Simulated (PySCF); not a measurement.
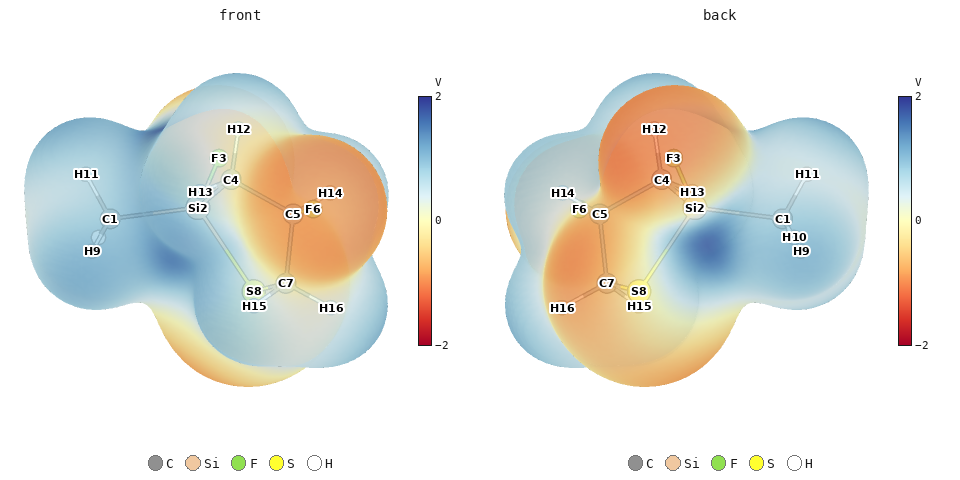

C₄H₈F₂SSi. The molecular electrostatic potential painted on the density surface at 0.002 e/bohr³, seen from the front and from behind; the colour scale runs from red (negative) to blue (positive).

Geometry: GFN2-xTB.

Method: PBE0/pcSseg-1, SCF density, gas phase, non-relativistic in PySCF 2.14.0.

```yaml
atoms:
  - { symbol: C, position_ang: [2.5155, 0.6522, -0.0096] }
  - { symbol: Si, position_ang: [0.9786, -0.3774, -0.3800] }
  - { symbol: F, position_ang: [1.4682, -1.8682, -0.7876] }
  - { symbol: C, position_ang: [-0.3416, -0.5408, 0.9723] }
  - { symbol: C, position_ang: [-1.6849, -0.5254, 0.2573] }
  - { symbol: F, position_ang: [-2.7068, -0.3012, 1.1600] }
  - { symbol: C, position_ang: [-1.7200, 0.5770, -0.7926] }
  - { symbol: S, position_ang: [-0.3062, 0.3833, -1.9283] }
  - { symbol: H, position_ang: [2.2729, 1.6685, 0.2831] }
  - { symbol: H, position_ang: [3.1485, 0.7029, -0.8900] }
  - { symbol: H, position_ang: [3.0947, 0.1987, 0.7881] }
  - { symbol: H, position_ang: [-0.2340, -1.4506, 1.5592] }
  - { symbol: H, position_ang: [-0.3131, 0.3002, 1.6656] }
  - { symbol: H, position_ang: [-1.8958, -1.4970, -0.2059] }
  - { symbol: H, position_ang: [-1.6547, 1.5545, -0.3137] }
  - { symbol: H, position_ang: [-2.6289, 0.5321, -1.3892] }
```

Where is the surface potential most negative and most positive?

Answer. The most negative region (about −1.1 V) lies over F3, the most positive (about +1.6 V) over Si2.
